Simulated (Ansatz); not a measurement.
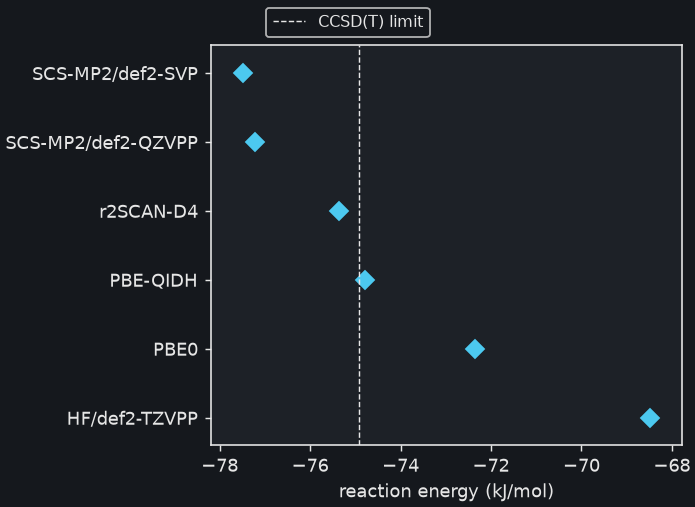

Electronic reaction energy of CH₄BCl (CBCl) + HBr (Br) → BHBrCl (ClBBr) + CH₄ (C) (SMILES in brackets) at several levels (functionals in def2-TZVPP unless a basis is named), isolated molecules at PBE0-D4 triple-zeta geometries, minima by their frequencies, no zero-point or thermal terms, the Ansatz code 0.2.0. The line is frozen-core CCSD(T) at the basis limit (MP2 extrapolated from triple and quadruple zeta, plus CCSD(T) less MP2 in a smaller set). PBE-QIDH holds a correlation term that converges slowly with the basis, so part of the distance to the limit is basis error. No dispersion term is added to PBE-QIDH and PBE0. The distance of SCS-MP2/def2-SVP and SCS-MP2/def2-QZVPP to the limit includes basis error.

Question: Which level comes closest to the line (CCSD(T) limit), and which misses most?

Answer: Closest PBE-QIDH (−74.8 kJ/mol), against −74.9 kJ/mol; farthest HF/def2-TZVPP (−68.5 kJ/mol).

Question: What do zero-point energy and temperature add?

Answer: Zero-point change 8.5 kJ/mol; at 298.15 K and 1 bar the CCSD(T) limit plus thermal terms gives an enthalpy of reaction of −67.3 and a free energy of −63.0 kJ/mol (harmonic PBE0-D4 modes, ideal gas).

Caveats: no scalar relativity up to krypton; outer-core shells are correlated without core-valence functions, which makes the correlated values less sure.
